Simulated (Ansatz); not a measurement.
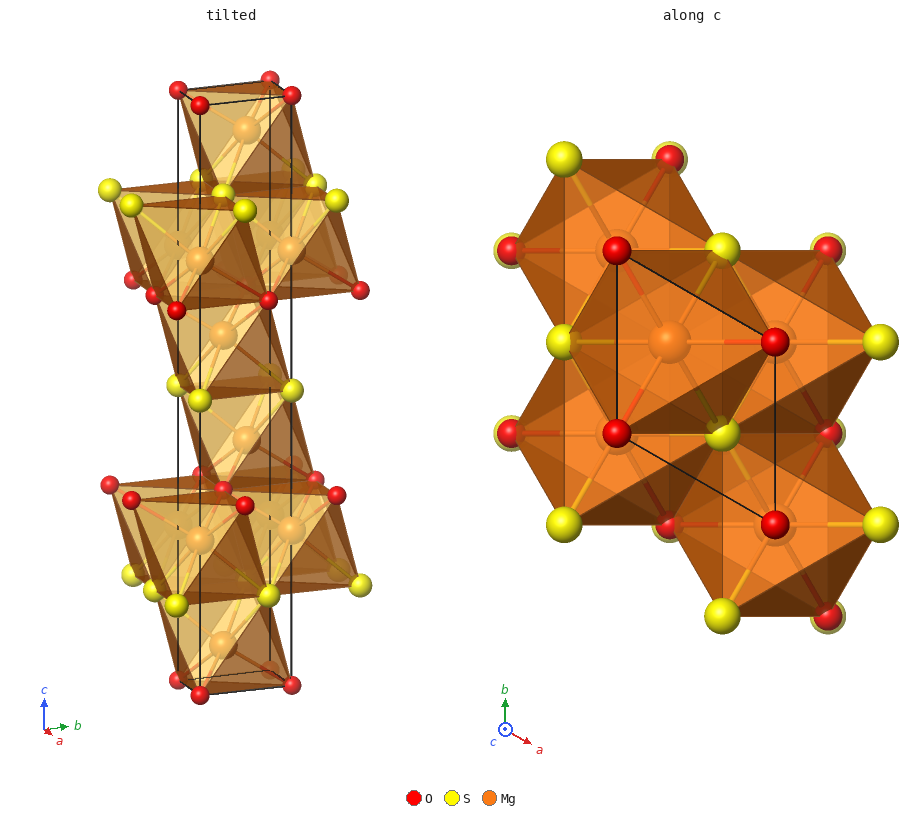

Shown here is a polyhedral view of the crystal, taken slightly off an axis and along the c axis. The box is the conventional unit cell; atoms on or close to its faces, edges and corners are drawn wherever they repeat. A few atoms beyond the faces are included.

Mg2SO, space group R-3m (No. 166), a = 3.186 Å, b = 3.186 Å, c = 15.731 Å, α = 90.00°, β = 90.00°, γ = 120.00°. The model was built from a structure type filled with these elements by a generator (whether the compound takes this form wasn't checked). The cell was then strained or its atoms displaced on purpose. It was run through Ansatz as a DFT input.

This one geometry was computed with Ansatz (DFT, plane waves, PAW) at three levels of theory: HSE06, PBE and r2SCAN. It was relaxed with r2SCAN and then strained.

Question: Which level gives the highest pressure at this volume, and what does that say about its equilibrium volume?

Answer: Highest: PBE (22.7 GPa), which points to the largest equilibrium volume. Lowest, with the smallest volume: HSE06 (19.5 GPa). Levels within 0.5 GPa of each other can't be told apart.

Question: How does the band gap change with the level of theory?

Answer: PBE: a gap of 1.23 eV, direct; r2SCAN: a gap of 1.86 eV, direct; HSE06: a gap of 2.32 eV, direct.

Question: Collect the results in a table.

Answer:
| level | cutoff (eV) | k-mesh of the run's cell | gap (eV) | pressure (GPa) |
| --- | --- | --- | --- | --- |
| HSE06 | 420 | 6×6×6 | 2.32 | 19.5 |
| PBE | 420 | 10×10×10 | 1.23 | 22.7 |
| r2SCAN | 500 | 10×10×10 | 1.86 | 20.1 |

Gaps are taken on the k-mesh or band path of each run.
